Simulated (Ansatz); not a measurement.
C3H11NSi (SMILES CC[SiH2]NC)

| atom | x (Å) | y (Å) | z (Å) |
| --- | --- | --- | --- |
| C | 0.7011 | -1.7980 | 0.4449 |
| C | 1.4571 | -0.7311 | -0.3780 |
| Si | 0.3626 | 0.6406 | -1.1114 |
| N | -0.5493 | 1.5166 | 0.0988 |
| C | -1.7764 | 1.0547 | 0.7441 |
| H | -0.0934 | -2.2912 | -0.1541 |
| H | 1.3793 | -2.5970 | 0.8108 |
| H | 0.2146 | -1.3492 | 1.3352 |
| H | 1.9958 | -1.2090 | -1.2277 |
| H | 2.2386 | -0.2472 | 0.2478 |
| H | 1.2266 | 1.6659 | -1.7913 |
| H | -0.5459 | -0.0085 | -2.1318 |
| H | -0.4327 | 2.5320 | 0.1202 |
| H | -1.8072 | 1.3247 | 1.8237 |
| H | -2.7086 | 1.4528 | 0.2753 |
| H | -1.8403 | -0.0503 | 0.6924 |

Computed with RKS BLYP-D4/def2-SVP in Ansatz.

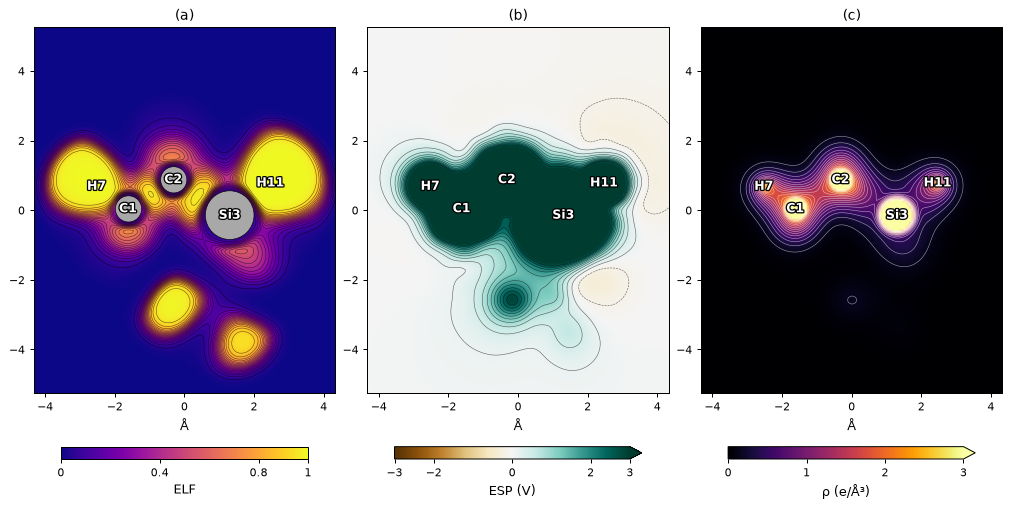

Figure 1. (a) electron localisation function; (b) molecular electrostatic potential; (c) total electron density on the plane of atoms C2, C1 and H7. Grey discs cover the atomic cores in the ELF map.

Question: What does the map show?

Answer: The section cuts through C, Si and H sites.
C–C (1.55 Å): ρ is about 1.6 e/Å³ halfway; the ELF peaks at about 0.95 between the atoms: localised, covalent bonding.
C–Si (1.90 Å): ρ at the midpoint is about 0.93 e/Å³; the ELF peaks at about 0.95 between the atoms, as expected for a covalent bond.
C–H (1.11 Å): ρ at the midpoint is about 1.9 e/Å³; the ELF climbs to about 1 towards the hydrogen, as it does in any bond to H (an ordinary covalent bond to hydrogen).
Si–H (1.50 Å): the density is about 0.74 e/Å³ at the midpoint; the ELF climbs to about 1 towards the hydrogen.
Outside the dense part of the molecule the potential is most negative (−0.4 V) near N4, which lies off the plane.

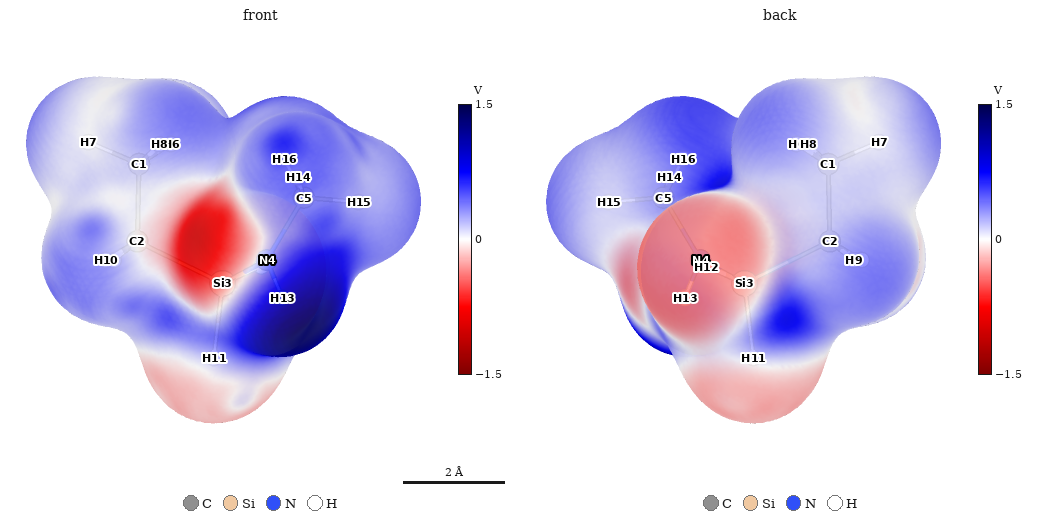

Figure 2. The molecular electrostatic potential painted on the density surface at 0.002 e/bohr³, seen from the front and from behind; the colour scale runs from red (negative) to blue (positive).

Question: Where is the surface potential most negative and most positive?

Answer: The most negative region (about −0.9 V) lies over N4, the most positive (about +1.4 V) over H13.

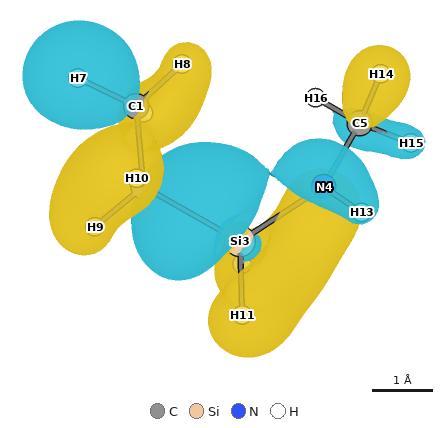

Figure 3. The HOMO−1 at ±0.08 Å⁻³ᐟ² (yellow and cyan are the two phases), seen at a tilt.

Question: Where does this orbital lie, and at what energy?

Answer: By Hirshfeld shares it lies mainly on C2 (about 30 %), Si3 (about 25 %), C1 (about 10 %), H7 (about 10 %) and N4 (about 5 %). Its energy is −6.87 eV.
